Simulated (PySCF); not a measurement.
C4H6F2OSi (SMILES O=C/C([SiH3])=C\C(F)F)

```csv
atom,x (Å),y (Å),z (Å)
O,1.0537,2.2590,0.2561
C,0.1241,1.4896,0.2747
C,0.3436,0.0754,-0.0451
Si,2.1852,-0.2185,-0.4283
C,-0.6205,-0.8450,-0.0606
C,-2.0711,-0.5759,0.2456
F,-2.2297,-0.0696,1.4980
F,-2.5942,0.3537,-0.5982
H,-0.8918,1.8283,0.5292
H,2.5353,0.5797,-1.5967
H,2.9532,0.1203,0.7634
H,2.3029,-1.6498,-0.7282
H,-0.3912,-1.8717,-0.3053
H,-2.7001,-1.4759,0.1733
```

Geometry: GFN2-xTB.

The calculation used PBE0/pcSseg-1, SCF density, gas phase, non-relativistic (PySCF 2.14.0).

> What will maps of the electron density and electron localisation function show?

C–O (1.21 Å): the density is about 3.3 e/Å³ at the midpoint; the ELF peaks at about 0.85 between the atoms: a short, multiple covalent bond.
C–C (1.33 Å): ρ is about 2.3 e/Å³ halfway; the ELF peaks at about 0.90 between the atoms (a short, multiple covalent bond).
C–Si (1.90 Å): ρ is about 0.9 e/Å³ halfway; the ELF peaks at about 1 between the atoms (a shared electron pair).
C–H (1.08 Å): the density is about 2.1 e/Å³ at the midpoint; the ELF climbs to about 1 towards the hydrogen, as it does in any bond to H; a covalent bond by its length.

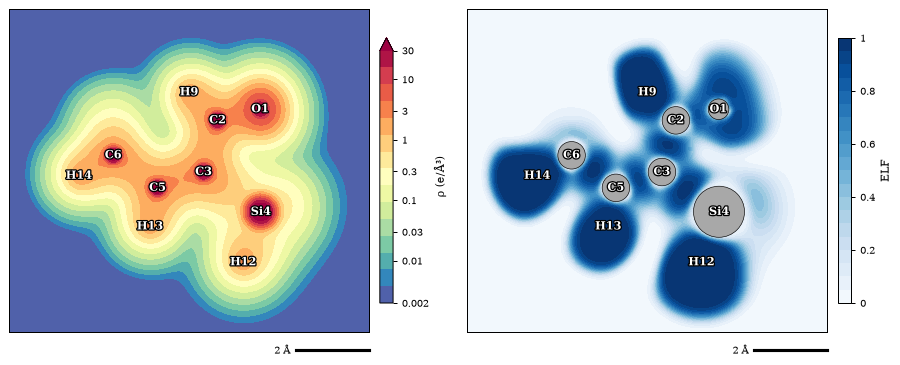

Computed electron density and electron localisation function on the plane of atoms C3, Si4 and H12, in this order. Grey discs cover the atomic cores in the ELF map. 
